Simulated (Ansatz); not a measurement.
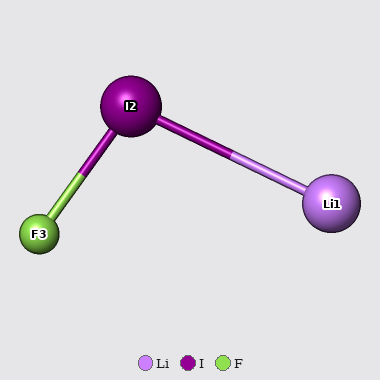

The system is Li⁺ + IF; the picture shows the reference structure. 
- First axis: distance Li1–I2. Second axis: distance I2–F3.
- Nothing is relaxed (the angle Li1–I2–F3 is fixed at 100 degrees).
- The scan uses a 17 × 17 grid.
- Points are written as (first, second).
- Energies are in kcal/mol, from the lowest grid point.
- The reference is spin-restricted, so regions where a bond is pulled apart into radicals lie too high.
- Level of theory: RKS PBE0-D4/def2-SVPD in Ansatz.

Its coordinates:

```yaml
atoms:
  - { symbol: Li, position_ang: [-2.7860, 0.0000, 0.0000] }
  - { symbol: I, position_ang: [0.0000, 0.0000, 0.0000] }
  - { symbol: F, position_ang: [0.3377, 1.9155, 0.0000] }
```

Range: distance Li1–I2 from 2.136 to 3.736 Å; distance I2–F3 from 1.592 to 3.192 Å.

**What will the energy surface look like?**

The lowest grid point is at (2.786 Å, 1.945 Å). No other kind of well shows on this grid. The highest grid point, (2.136 Å, 3.192 Å), lies 110 kcal/mol above the lowest.

```csv
"distance I2–F3 ↓, distance Li1–I2 →",2.136,2.243,2.400,2.583,2.786,3.004,3.237,3.481,3.736
3.063,103,95,87,83,82,82,83,83,85
2.813,88,79,72,68,66,67,67,68,69
2.575,69,61,53,49,48,48,49,49,51
2.349,49,40,33,29,28,28,29,29,31
2.138,30,22,15,11,9,10,11,12,13
1.945,21,12,5,1,0,1,2,3,4
1.774,30,21,14,10,9,10,11,12,14
1.636,63,54,47,43,42,43,45,46,48
```

The table holds every second grid line.

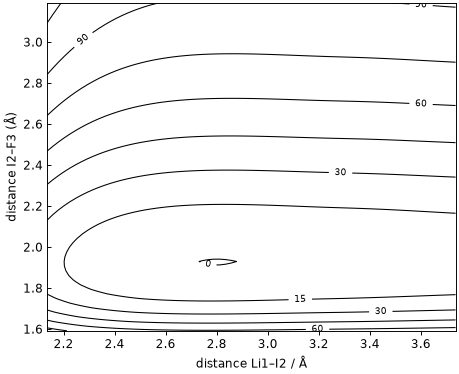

In the figure: contour lines labelled in kcal/mol. Between grid points the surface is interpolated.

Time for the 289 points that were run: 26 min on 1 thread of Arm Neoverse V1 (shared host).
